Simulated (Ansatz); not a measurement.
H₄HfOS₃

Input file:

```
crystal:
  periodic: [false, false, false]
  atoms:
    - {symbol: Hf, position_ang: [-0.285842, 0.057710, -0.193758]}
    - {symbol: O, position_ang: [-1.174847, 1.630787, -0.768445]}
    - {symbol: S, position_ang: [-0.169467, 0.069918, 2.251831]}
    - {symbol: S, position_ang: [-1.453315, -1.921121, -1.017163]}
    - {symbol: S, position_ang: [1.999307, -0.111457, -1.053339]}
    - {symbol: H, position_ang: [-1.544609, 2.440478, -1.118465]}
    - {symbol: H, position_ang: [0.893606, -0.770728, 2.236806]}
    - {symbol: H, position_ang: [-1.014799, -2.673485, 0.020830]}
    - {symbol: H, position_ang: [2.335133, 1.112889, -0.577241]}
basis:
  gaussian:
    orbitals: def2-TZVPD
hamiltonian:
  xc: pbe0
output:
  forces: true
  orbitals: {seedname: orbitals}
```

Launched as:

```sh
ansatz run input.yaml --threads 2 --pin off --max-ram 5220MiB --events-out events.jsonl --progress --plain --runs-dir runs
```

Geometry: PBE0-D4/def2-SVP; core potentials replace the inner electrons of Hf.

Computed with isolated molecule in a Gaussian basis; Kohn-Sham density functional theory, functional PBE0 (Ansatz).

What can the converged electron density and electron localisation function tell about the bonding?

Hf–O (1.90 Å): ρ at the midpoint is about 0.92 e/Å³; the ELF peaks at about 0.80 in the valence shell of O, 0.5 Å from its nucleus, and drops to about 0.20 between the two atoms.
Hf–S (2.45 Å): the density is about 0.57 e/Å³ at the midpoint; the ELF peaks at about 0.90 in the valence shell of S, 0.9 Å from its nucleus, and is about 0.50 at the midpoint.
O–H (0.96 Å): ρ is about 3.8 e/Å³ halfway; the ELF climbs to about 1 towards the hydrogen, as it does in any bond to H (a covalent bond by its length).

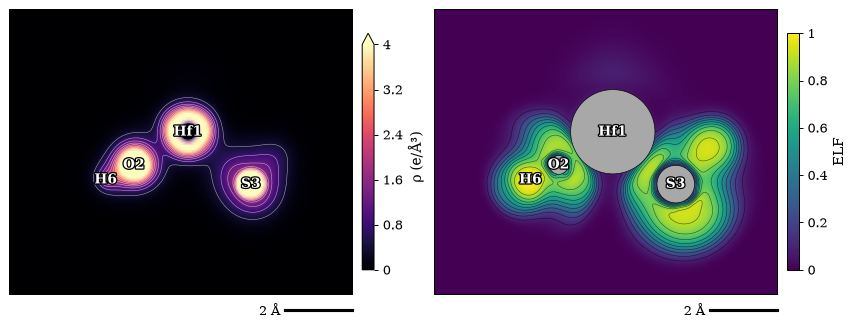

Computed electron density and electron localisation function on the plane of atoms O2, Hf1 and S3, in this order. Grey discs cover the atomic cores in the ELF map. 
